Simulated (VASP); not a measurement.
Band structure of Ti (space group Im-3m). These are r2SCAN+rVV10, VASP's PBE PAW potentials (set 64) (plane waves; VASP) values and carry that method's errors.

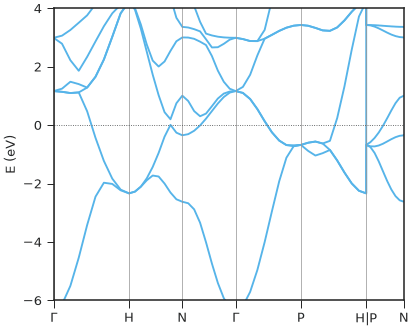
Fig. 1. Bands along high-symmetry lines, zero at the valence-band maximum or, without a gap, the Fermi level

Task: Read the plot: is there a gap, and where are the band edges?

Result: It has no gap at this level: it comes out as a metal or semimetal.

The structure comes from a measured Ti entry (Im-3m) of the Crystallography Open Database, whose conditions weren't checked. It was relaxed first.
